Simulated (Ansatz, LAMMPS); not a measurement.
# Relaxing a frame of liquid ethyl methyl carbonate from 300 K (120 atoms), part 3 of 3

Aim: bring a frame of liquid ethyl methyl carbonate from 300 K (120 atoms) to a nearby minimum of the energy and see what moves.

Ansatz 0.2.0; Kohn-Sham DFT, PBE+D4, PAW (set soft_2), plane waves.

The cell: 32 C, 24 O and 64 H. The network of contacts between molecules at the start is that of the classical potential that made the cell. The density was typed from a rule of thumb and may lie off the real one at this temperature. Only the Γ point is sampled, in a cell whose shortest periodic width is 11 Å.

So far, density (g/cm³): step 5 (distances and neighbours after relaxation) 1.01.

## 6. Single point at the relaxed geometry

The electronic structure is read at the final geometry, in a run of its own.

input.yaml

```yaml
crystal:
  lattice:
    - [11.10443, 0.0, 0.0]
    - [0.0, 11.10443, 0.0]
    - [0.0, 0.0, 11.10443]
  atoms:
    - { symbol: C, position: [0.80856, 0.37833, 0.74746] }
    - { symbol: C, position: [0.81646, 0.26004, 0.81443] }
    - { symbol: O, position: [0.69759, 0.2042, 0.82458] }
    - { symbol: C, position: [0.64267, 0.21316, 0.93132] }
    - { symbol: O, position: [0.68082, 0.26157, 0.02217] }
    - { symbol: O, position: [0.53516, 0.15694, 0.92198] }
    - { symbol: C, position: [0.46656, 0.15362, 0.03239] }
    - { symbol: H, position: [0.75419, 0.4442, 0.79692] }
    - { symbol: H, position: [0.89978, 0.41452, 0.73535] }
    - { symbol: H, position: [0.76905, 0.36673, 0.65763] }
    - { symbol: H, position: [0.85306, 0.27154, 0.90527] }
    - { symbol: H, position: [0.8711, 0.19391, 0.76587] }
    - { symbol: H, position: [0.51444, 0.10115, 0.10115] }
    - { symbol: H, position: [0.45116, 0.24509, 0.06624] }
    - { symbol: H, position: [0.38093, 0.11062, 0.00964] }
    - { symbol: C, position: [0.235, 0.85236, 0.85684] }
    - { symbol: C, position: [0.17373, 0.9626, 0.80561] }
    - { symbol: O, position: [0.05985, 0.98788, 0.86619] }
    - { symbol: C, position: [0.06774, 0.04787, 0.9703] }
    - { symbol: O, position: [0.1594, 0.08219, 0.02029] }
    - { symbol: O, position: [0.95471, 0.06445, 0.01122] }
    - { symbol: C, position: [0.94618, 0.12751, 0.12452] }
    - { symbol: H, position: [0.17573, 0.77346, 0.85297] }
    - { symbol: H, position: [0.31536, 0.8314, 0.80335] }
    - { symbol: H, position: [0.26294, 0.86721, 0.95048] }
    - { symbol: H, position: [0.148, 0.94963, 0.71136] }
    - { symbol: H, position: [0.23115, 0.04257, 0.81227] }
    - { symbol: H, position: [0.97634, 0.06872, 0.19803] }
    - { symbol: H, position: [0.00088, 0.20967, 0.12411] }
    - { symbol: H, position: [0.85076, 0.14983, 0.13431] }
    - { symbol: C, position: [0.06489, 0.54773, 0.97498] }
    - { symbol: C, position: [0.11439, 0.59787, 0.09175] }
    - { symbol: O, position: [0.22067, 0.53146, 0.13162] }
    - { symbol: C, position: [0.19891, 0.43056, 0.19495] }
    - { symbol: O, position: [0.10095, 0.39214, 0.22572] }
    - { symbol: O, position: [0.30619, 0.37913, 0.21851] }
    - { symbol: C, position: [0.29972, 0.26905, 0.28825] }
    - { symbol: H, position: [0.98739, 0.60237, 0.94657] }
    - { symbol: H, position: [0.13288, 0.5507, 0.90344] }
    - { symbol: H, position: [0.03351, 0.45471, 0.98633] }
    - { symbol: H, position: [0.04687, 0.5968, 0.16373] }
    - { symbol: H, position: [0.14804, 0.6899, 0.07941] }
    - { symbol: H, position: [0.26324, 0.28716, 0.37815] }
    - { symbol: H, position: [0.24422, 0.20224, 0.24117] }
    - { symbol: H, position: [0.39266, 0.23728, 0.29538] }
    - { symbol: C, position: [0.09554, 0.62004, 0.61939] }
    - { symbol: C, position: [0.04168, 0.62852, 0.49488] }
    - { symbol: O, position: [0.96287, 0.52487, 0.47847] }
    - { symbol: C, position: [0.89777, 0.5264, 0.37689] }
    - { symbol: O, position: [0.89504, 0.60692, 0.30233] }
    - { symbol: O, position: [0.83421, 0.42341, 0.37198] }
    - { symbol: C, position: [0.76712, 0.40704, 0.26201] }
    - { symbol: H, position: [0.14592, 0.53594, 0.63156] }
    - { symbol: H, position: [0.15822, 0.69518, 0.6333] }
    - { symbol: H, position: [0.02515, 0.62552, 0.68855] }
    - { symbol: H, position: [0.11119, 0.62471, 0.42438] }
    - { symbol: H, position: [0.98869, 0.71103, 0.48307] }
    - { symbol: H, position: [0.7005, 0.47913, 0.25078] }
    - { symbol: H, position: [0.82802, 0.40578, 0.1844] }
    - { symbol: H, position: [0.7219, 0.32011, 0.27111] }
    - { symbol: C, position: [0.16732, 0.89414, 0.30326] }
    - { symbol: C, position: [0.28867, 0.83793, 0.33057] }
    - { symbol: O, position: [0.38034, 0.929, 0.35176] }
    - { symbol: C, position: [0.38691, 0.97028, 0.46603] }
    - { symbol: O, position: [0.3258, 0.93684, 0.55051] }
    - { symbol: O, position: [0.47329, 0.0548, 0.4688] }
    - { symbol: C, position: [0.4958, 0.10551, 0.58685] }
    - { symbol: H, position: [0.13311, 0.94356, 0.38171] }
    - { symbol: H, position: [0.17368, 0.95556, 0.22602] }
    - { symbol: H, position: [0.10167, 0.82329, 0.28165] }
    - { symbol: H, position: [0.32311, 0.78673, 0.25336] }
    - { symbol: H, position: [0.28445, 0.7786, 0.40955] }
    - { symbol: H, position: [0.57774, 0.15928, 0.57704] }
    - { symbol: H, position: [0.42012, 0.16308, 0.61366] }
    - { symbol: H, position: [0.50977, 0.03379, 0.65314] }
    - { symbol: C, position: [0.51999, 0.51444, 0.46709] }
    - { symbol: C, position: [0.45091, 0.5543, 0.57733] }
    - { symbol: O, position: [0.52619, 0.52829, 0.68165] }
    [... 36 atom lines left out ...]
    - { symbol: H, position: [0.63052, 0.92792, 0.90423] }
    - { symbol: H, position: [0.83833, 0.78579, 0.78599] }
    - { symbol: H, position: [0.81578, 0.94342, 0.77207] }
    - { symbol: H, position: [0.59712, 0.81359, 0.32443] }
    - { symbol: H, position: [0.71655, 0.91697, 0.35776] }
    - { symbol: H, position: [0.74711, 0.7585, 0.35544] }
kpoints:
  mp_grid: { grid: [1, 1, 1] }
hamiltonian:
  xc: pbe
  dispersion: d4
scf:
  occupations: { method: fixed }
output:
  forces: true
  stress: true
  populations: true
  dos:
    method: { smearing: { sigma: 0.08 } }
    de: 0.1
    projected: { site_lists: { C: [C], H: [H], O: [O] } }
  eigenvalues: true
  write_density: true
  write_potential: true
  volumetric_format: npy
```

The run is started by

```
$ ansatz run input.yaml --threads 4 --pin off --max-ram 8192MiB --backend cpu --events-out ev --progress --plain --runs-dir out
```

Numbers of over 12 decimals in the logs are rounded to 6 here.

The program printed:

```text
[...]
Crystal: 120 atoms, lattice volume = 1369.269 Å³
Basis set: ecut = 420 eV, 26865 PW (Γ), exchange–correlation on 150×150×150 points (8 copies of the dense FFT grid, shifted against one another)
Bands: 288, of which v1, the nominal top of the filled ones, is band 168 counted from 1 (167 counted from 0)
Symmetry: 1 space group operations
[...]
k-points: 1
[...]
SCF iter   1: F=—  HF=-22668.724580 eV  |F-HF|=—  |Δ(HF+E_count)|=         —  Δρ=3.97e-3  dr2=2.50e-1  ethr=1.77e-3  ⟨swp⟩=5.0  Hψ=989  notcnv=0  defer=116
[...]
SCF iter  10: F=-22668.699998 eV  HF=-22668.699998 eV  |F-HF|=5.68e-9  |Δ(HF+E_count)|=   5.38e-8  Δρ=1.04e-6  dr2=1.73e-8  ethr=2.98e-11  ⟨swp⟩=20.0  Hψ=2700  notcnv=0
SCF 1 converged in 10 iterations: F = -22668.699998 eV  dr2 = 1.73e-8
[...]
WARN: The input density's exchange-correlation potential varies sharply where the density is thin. Do not read a vacuum level from v_tot or v_xc, or from such a field of the output density. On a cell that repeats whose density bears no net charge and no dipole along the vacuum's axis use v_es (v_loc + v_h of the components); [...]
SCF converged after 10 iterations
Free energy (F): -22668.699998 eV
[...]
Internal energy: -22668.699998 eV  (E = F + TS)
E sigma→0 (E₀):  -22668.699998 eV
Fermi energy:    -2.149033 eV
[...]
--- Forces (eV/Å), atoms counted from 1 ---
  atom   1  C      0.00159303     0.00609592    -0.00486375
  atom   2  C     -0.00002193    -0.01059653     0.00745056
  atom   3  O      0.00386277    -0.00846731    -0.01239868
  atom   4  C     -0.00389319     0.02269740     0.02029487
  atom   5  O      0.00381966    -0.00642691    -0.00403955
  atom   6  O      0.00230689    -0.00669787    -0.01052495
  atom   7  C     -0.00235917    -0.00070112     0.00292467
  atom   8  H     -0.00182909     0.00214542     0.00141681
  atom   9  H     -0.00328682    -0.00264251     0.00134136
  atom  10  H      0.00092011    -0.00074934     0.00126656
  atom  11  H      0.00087737     0.00025863    -0.00035444
  atom  12  H     -0.00133914     0.00247051     0.00020599
  atom  13  H     -0.00150310     0.00190895    -0.00145861
  atom  14  H     -0.00023815    -0.00150227    -0.00073570
[...]
atom 119  H     -0.00240153    -0.00190356     0.00006364
  atom 120  H      0.00057205     0.00042141     0.00075306
  max |Σ_I F_I| component: 5.08e-5 eV/Å
--- Stress (GPa, compression-positive) ---
       -0.276601      -0.063324      -0.057011
       -0.063325      -0.272368       0.006793
       -0.057012       0.006791      -0.226644
  P = ⅓ Tr σ = -0.2585 GPa (-2.585 kbar)
--- Band table (eV) ---
[...]
--- Löwdin populations: 120 sites ---
  site symbol       q [e]
     0      C      4.4589
     1      C      4.0496
     2      O      6.2751
[...]
119      H      0.7905
  spilling = 0.013862 (of n_electrons = 336.000000)
```

Run time: 21 s. Hardware: 4 threads of Intel Xeon Platinum 8175M at 2.50GHz (Skylake/Cascade Lake), shared host; peak memory 1.5 GiB.

The program notes that the exchange-correlation potential is rough where the density is thin.

Read from the output:

```yaml
free_energy: -22668.7000 eV
free_energy_per_atom: -188.9058 eV/atom
scf_cycles: 10
pressure: -0.2585 GPa
r_m_s_force_component: 0.00583 eV/Å
longest_force: 0.03141 eV/Å
fermi_energy: -2.149 eV
spacing_of_highest_filled_and_lowest_empty_level: 5.66 eV
spilling_of_the_projection: 0.01386
```

Löwdin charges by element and coordination (they lack the spilled electrons, 0.039 e an atom on average):

```csv
element,coordination,atoms,mean charge (e),spread,least,most
C,all,32,-0.0065,0.437,-0.467,0.710
C,3,8,0.707,0.0025,0.701,0.710
C,4,24,-0.244,0.168,-0.467,-0.04
H,all,64,0.201,0.0114,0.175,0.226
O,all,24,-0.334,0.0829,-0.460,-0.269
O,1,8,-0.451,0.0052,-0.460,-0.445
O,2,16,-0.275,0.0047,-0.287,-0.269
```

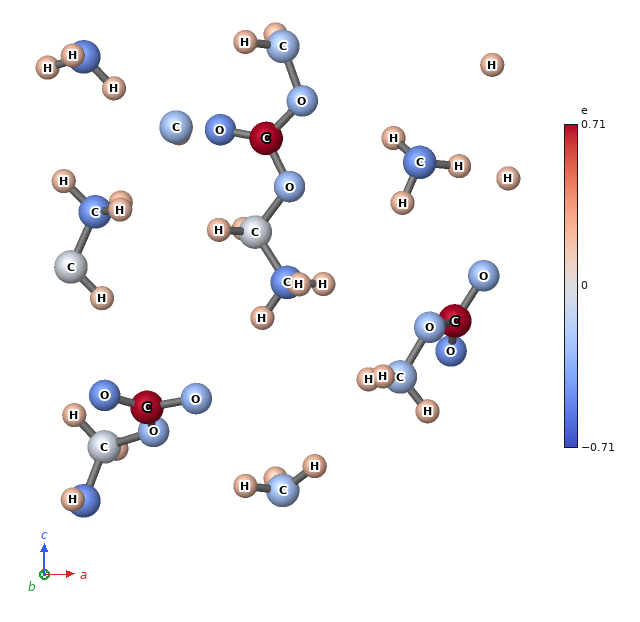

Atoms coloured by Löwdin charge. Drawn is a slice 4 Å thick, seen along the normal of the ac plane. Bonds to atoms that aren't drawn are left out.

Density of states as counts of states in windows of 1 eV (from the Fermi level), total and the larger projections:

```csv
from (eV),to (eV),total,O p,C p,H s,C s
-14,-13,0.0,0.0,0.0,0.0,0.0
-13,-12,16.0,3.3,1.2,3.0,8.1
-12,-11,15.5,3.0,1.3,3.7,6.7
-11,-10,0.5,0.1,0.0,0.1,0.2
-10,-9,8.7,1.6,1.5,2.3,3.0
-9,-8,7.3,1.2,1.2,2.0,2.5
-8,-7,16.0,3.5,4.5,3.4,2.7
-7,-6,16.1,6.9,6.2,1.5,0.3
-6,-5,31.9,15.7,9.9,2.3,0.5
-5,-4,27.5,7.2,13.5,5.5,0.2
-4,-3,34.5,10.5,16.4,6.0,0.2
-3,-2,42.0,9.4,19.9,11.0,0.1
-2,-1,24.0,8.1,8.6,6.2,0.1
-1,0,45.5,37.7,3.6,3.6,0.1
0,1,2.4,2.3,0.0,0.0,0.0
1,5,0.0,0.0,0.0,0.0,0.0
```

The curve was stored every 0.10 eV, coarse against its broadening of 0.08 eV, so these counts are rough.

With fixed occupations the program's Fermi level is the highest filled level; weight inside the gap is the broadening of levels at its edges.

Between -22 and -14 eV lie 48 more states.

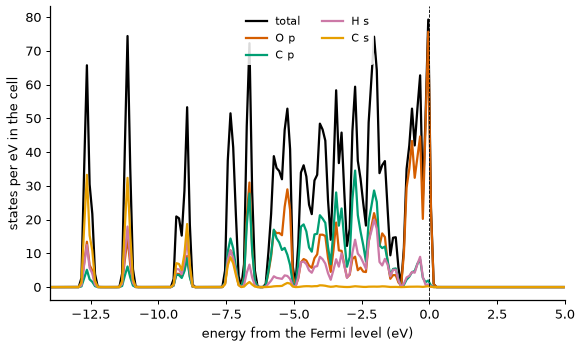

Total and projected density of states, with the broadening of the input.

The levels nearest the highest filled one (over half full), pooled over k-points and spins:

```csv
level less the highest filled one (eV),occupation
-0.0834,2
-0.0716,2
-0.0508,2
-0.0478,2
-0.0125,2
0,2
5.66,0
6.21,0
6.25,0
6.3,0
6.33,0
6.35,0
```

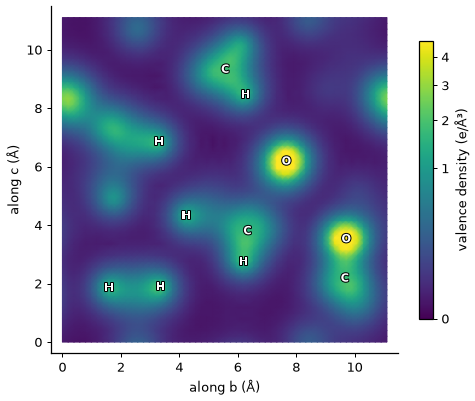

Valence density in the bc plane at fractional x = 0.158, with atoms of C and O and H within 0.2 Å of it. It is the smooth field of the valence electrons, not physical close to the nuclei. The map starts off the cell's origin, so that atoms lie inside it. The colour scale is stretched toward low values.

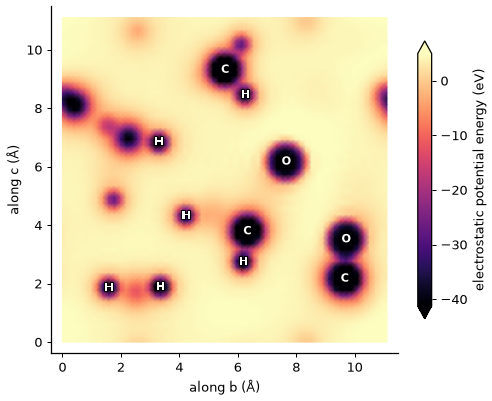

Electrostatic potential energy in the bc plane at fractional x = 0.158, with atoms of C and O and H within 0.2 Å of it. With pseudopotentials it is smooth inside the atoms' cores, unlike the true potential. The map starts off the cell's origin, so that atoms lie inside it.

Mean Löwdin charges: C -0.01, H +0.20, O -0.33 e (they miss 1.4 % of the electrons, so they add up to more than the cell's charge). The largest share in the top eV of filled states is O p (84 % of the projected weight), and in the lowest eV of empty states C p (44 % of the projected weight).

Local excerpt of 11 atoms (numbers count through the whole input) about C46, picked at random; x, y, z are measured from there.

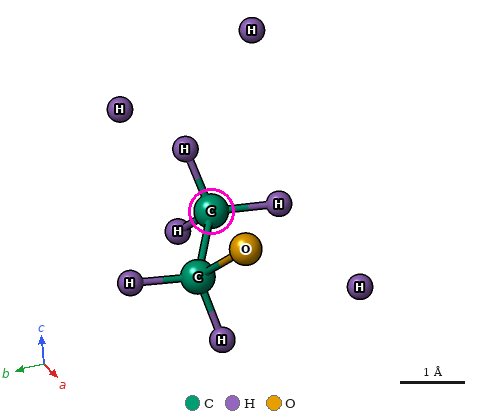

The atoms of the table, within 3.3 Å (arrows a, b, c point along x, y, z); some may hide others; the central atom is ringed.

```csv
atom,x,y,z,distance (Å),bonds,Löwdin charge (e)
C46,0.00,0.00,0.00,0.00,4,-0.45
H53,0.56,-0.93,0.14,1.10,1,0.19
H55,-0.78,0.06,0.77,1.10,1,0.19
H54,0.70,0.83,0.15,1.10,1,0.21
C47,-0.60,0.09,-1.38,1.51,4,-0.04
H57,-1.19,1.01,-1.51,2.17,1,0.21
H56,0.17,0.05,-2.17,2.17,1,0.17
O48,-1.47,-1.06,-1.56,2.39,2,-0.27
H23,0.89,1.70,2.59,3.23,1,0.19
H39,0.41,-0.77,3.15,3.27,1,0.19
H86,3.00,-1.28,-0.36,3.28,1,0.19
```

The column of bonds counts only the pairs H-C within 1.34 Å, C-C within 1.85 Å, C-O within 1.73 Å; other neighbours, such as metal atoms beside each other in a compound, aren't counted, and periodic images can show an atom twice.

## 7. Other settings

Changed here: scf.occupations.method = "fermi_dirac" and scf.occupations.width = 0.05.

input.yaml, as its differences from that of step 6:

```diff
@@ -6,3 +6,3 @@
   atoms:
-    [... the 120 atom lines of step 6 ...]
+    [... the 120 atom lines of step 3 ...]
 kpoints:
@@ -13,3 +13,3 @@
 scf:
-  occupations: { method: fixed }
+  occupations: { method: fermi_dirac, width: 0.05 }
 output:
@@ -23,4 +23 @@
   eigenvalues: true
-  write_density: true
-  write_potential: true
-  volumetric_format: npy
```

The program printed:

```text
[...]
Crystal: 120 atoms, lattice volume = 1369.269 Å³
Basis set: ecut = 420 eV, 26865 PW (Γ), exchange–correlation on 150×150×150 points (8 copies of the dense FFT grid, shifted against one another)
Bands: 288, of which v1, the nominal top of the filled ones, is band 168 counted from 1 (167 counted from 0)
Symmetry: 1 space group operations
[...]
k-points: 1
[...]
SCF iter   1: F=—  HF=-22664.185610 eV  |F-HF|=—  |Δ(HF+E_count)|=         —  Δρ=4.31e-3  dr2=2.90e-1  ethr=1.77e-3  ⟨swp⟩=6.0  Hψ=1324  notcnv=0  defer=20
[...]
SCF iter  10: F=-22664.147258 eV  HF=-22664.147258 eV  |F-HF|=1.88e-8  |Δ(HF+E_count)|=   5.35e-8  Δρ=1.55e-6  dr2=3.30e-8  ethr=2.98e-11  ⟨swp⟩=14.0  Hψ=1742  notcnv=0
SCF 1 converged in 10 iterations: F = -22664.147258 eV  dr2 = 3.30e-8
[...]
SCF converged after 10 iterations
Free energy (F): -22664.147258 eV
[...]
Internal energy: -22664.147258 eV  (E = F + TS)
E sigma→0 (E₀):  -22664.147258 eV
Fermi energy:    0.697629 eV
[...]
--- Forces (eV/Å), atoms counted from 1 ---
  atom   1  C      1.07999421    -0.45340683    -0.71970892
  atom   2  C      0.71043365    -0.27353141    -0.62024424
  atom   3  O     -0.44208589    -0.16232689     0.68289332
  atom   4  C      0.92831437    -0.36370140    -1.14985163
  atom   5  O     -0.64419968     0.65125052     0.57709326
  atom   6  O      0.40024523    -0.05069435    -1.02149474
  atom   7  C     -1.33862445     0.75213277     0.83175908
  atom   8  H     -0.32993389     0.31721728    -0.38070564
  atom   9  H     -0.74641019    -0.33444728     0.30555285
  atom  10  H     -0.26542716     0.74402320     0.44238753
  atom  11  H     -0.08579814    -0.57061323    -0.42946761
  atom  12  H     -0.46076316     0.24873998     1.03261731
  atom  13  H     -0.41018563     0.38795217     0.73609661
  atom  14  H      0.88352529    -0.85691004     0.41103271
[...]
atom 119  H     -0.05722797     0.28411099    -0.55708003
  atom 120  H      0.30172472     0.16866214     0.46702375
  max |Σ_I F_I| component: 1.28e-4 eV/Å
--- Stress (GPa, compression-positive) ---
       -0.182449       0.312394      -0.140088
        0.312394       1.480729       0.101132
       -0.140089       0.101131       0.596494
  P = ⅓ Tr σ = 0.6316 GPa (6.316 kbar)
--- Band table (eV) ---
[...]
--- Löwdin populations: 120 sites ---
  site symbol       q [e]
     0      C      4.4417
     1      C      4.0405
     2      O      6.2780
[...]
119      H      0.7805
  spilling = 0.013720 (of n_electrons = 336.000000)
```

It took 20 s on 4 threads; peak memory 1.5 GiB.

Geometry and reference: those of the single point at the start.

Forces differ from those of the single point at the start by 0.002 meV/Å r.m.s., 2.0e-4 % of their size. It took 0.94 times the reference's time (shared host, so rough).

## 8. What came out

```yaml
energy_change_in_the_relaxation: -37.94 meV/atom
r_m_s_displacement: 1.113 Å
largest_displacement: 2.069 Å
free_energy_per_atom: -188.9058 eV/atom
pressure: -0.2585 GPa
r_m_s_force_component: 0.00583 eV/Å
spacing_of_highest_filled_and_lowest_empty_level: 5.66 eV
wall_time_of_the_4_dft_runs: 11 min
```

**Reading.** Relaxation lowers the energy by 37.9 meV/atom and moves atoms by 1.1 Å r.m.s.; the r.m.s. force component goes from 0.82 to 0.0058 eV/Å, the pressure goes from 0.63 to -0.26 GPa, and the gap from 5.42 to 5.66 eV. By the final cutoffs no bond was broken or made. First to last step the energy falls by 4.553 eV; the largest move, 2.07 Å, is that of O50. The C-O bonds change most in mean length: from 1.356 Å (spread 0.080) to 1.362 Å (spread 0.087). Counting bonds as in the table, 75 % of C atoms have 4, all H atoms have 1 and 67 % of O atoms have 2 bonded neighbours. The highest filled and lowest empty levels differ by 5.66 eV (at Γ alone); a semilocal functional tends to put such gaps too low. In a disordered cell it changes from sample to sample and from frame to frame.

**Limits.** The network of contacts between molecules at the start is that of the classical potential that made the cell; in DFT atoms moved by 1.1 Å r.m.s.

[Logs are printed without paths, hosts, clocks, repeated set-up lines and the standing remarks that a program may print on its own settings, such as how far it seeks lower states.]

[Hosts, paths, dates, database ids (printed as entryN), source tags and the programs' standing remarks are cut or masked in the printed files.]
